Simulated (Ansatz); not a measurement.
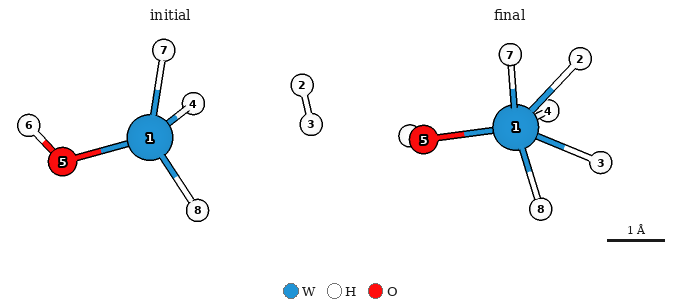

The structure of WH$_{6}$O before (left) and after (right) a relaxation, at one scale.

A ball-and-stick model, seen at a tilt.

The run prepares an end point of a later path (reaction) calculation, from a guessed geometry.

The calculation used RKS B3LYP/def2-SVP in Ansatz. (no spin polarisation; force threshold 0.03 eV/Å; at most 50 steps)

> What changed between the two?

After 15 accepted moves (16 points after the start) the energy has fallen by 153.1 kJ/mol. The largest force component goes from 1.3 to 0.024 eV/Å. The line search rejected the trial step at point 14 of the run. The largest moves after the best rigid fit, 1.30 Å, are those of H2 and H3. By element the largest moves are H 1.30 Å, O 0.59 Å, W 0.54 Å. Among the contacts that change: W1–H2 2.917 → 1.691 Å, H2–H3 0.722 → 1.897 Å, W1–O5 1.840 → 1.878 Å, W1–H4 1.690 → 1.664 Å. New bonds form, among them: W1–H2 (2.92 → 1.69 Å), W1–H3 (2.92 → 1.69 Å). Bonds break, among them: H2–H3 (0.72 → 1.90 Å). Among the angles between lasting bonds that change: H4–W1–H7 85.9° → 118.9°, O5–W1–H7 121.4° → 110.2°, H4–W1–O5 94.6° → 83.4°. Cost: 21 s on 1 thread of AMD EPYC 9R45 96-Core Processor (Zen 5) (shared host), peak memory 0.15 GiB.

Limits of the set-up: the start holds two separate molecules, 2.5 Å apart at their closest, whose relative position is a soft coordinate and is computed without a dispersion correction.
